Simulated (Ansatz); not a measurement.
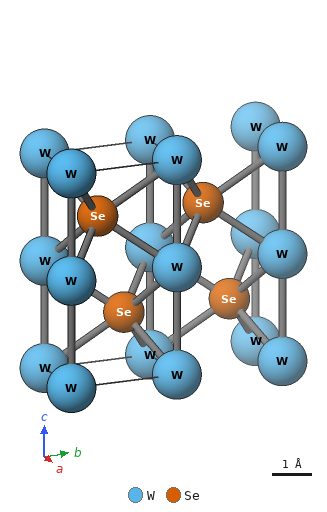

Crystalline WSe (built on the nickel arsenide type) (coarse preliminary run), before the relaxation. Style: ball-and-stick. Shown: the cell of the calculation, repeated 1 × 2 × 1 with one cell outlined, slightly off an axis.

Theory: DFT PBE, scalar-relativistic, plane waves, PAW in Ansatz.

Input
```yaml
crystal:
  lattice:
    - [3.5900991075, 0.0, 0.0]
    - [-1.7950495537, 3.1091170292, 0.0]
    - [0.0, 0.0, 5.5646536166]
  atoms:
    - { symbol: W, position: [0.0, 0.0, 0.0] }
    - { symbol: W, position: [0.0, 0.0, 0.5] }
    - { symbol: Se, position: [0.3333333333, 0.6666666667, 0.25] }
    - { symbol: Se, position: [0.6666666667, 0.3333333333, 0.75] }
basis:
  ecutwfc: 420
kpoints:
  mp_grid: { grid: [6, 6, 4] }
hamiltonian:
  xc: pbe
scf:
  occupations: { method: gaussian, width: 0.1 }
output:
  forces: true
  stress: true
  eigenvalues: true
relax:
  adjacent_minimum: "off"
  f_tol: 0.05
  max_steps: 80
  cell: { stress_tol: 0.5 }
```

Run as
```bash
ansatz run input.yaml --threads 1 --pin off --max-ram 2560MiB --backend cpu --events-out ev --progress --plain --runs-dir out
```

> Where does the relaxation end?

The atoms keep their places relative to the cell (all moves are under 0.005 Å). Cell: a = b 3.590 → 3.161 Å (−11.9 %), c 5.565 → 7.661 Å (+37.7 %). Volume +6.7 %. Among the contacts that change: W1–W2 2.782 → 3.830 Å, W1–W1 3.590 → 3.161 Å, Se3–Se3 3.590 → 3.161 Å, W1–Se3 2.496 → 2.646 Å. Bonds break, among them: W1–W2 (2.78 → 3.83 Å). Among the angles between lasting bonds that change: W1–Se3–W2 67.7° → 92.8°, Se3–W1–Se3 92.0° → 73.4°, W1–Se3–W1 92.0° → 73.4°. The space group stays P6_3/mmc (No. 194). Over 11 accepted moves (14 points after the start) the energy falls by 370 meV per atom. All forces vanish by symmetry, so only the cell relaxes. Pressure: 32.34 GPa at the start and −0.09 GPa at the end. The line search rejected the trial step at point 12 of the run. At 2 points the geometry stayed and the basis and grid were re-selected for the new cell (energy shift of 5.1 meV per atom at most each time). Cost: 100 s on 1 thread of Intel(R) Xeon(R) Processor @ 2.50GHz (Skylake/Cascade Lake) (shared host), peak memory 0.39 GiB.

Final geometry:

```
W Se
1.0
     3.16119    0.00000    0.00000
    -1.58060    2.73767    0.00000
     0.00000    0.00000    7.66087
W Se
2 2
Direct
  0.00000 0.00000 0.00000
  0.00000 0.00000 0.50000
  0.33333 0.66667 0.25000
  0.66667 0.33333 0.75000
```

After the run, drawn alike:

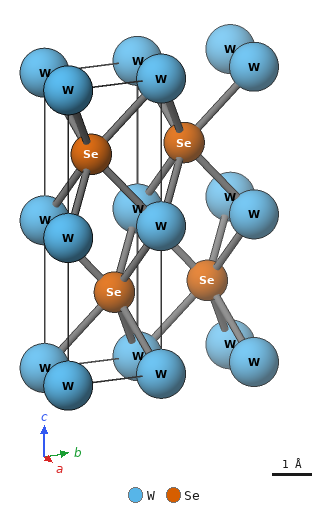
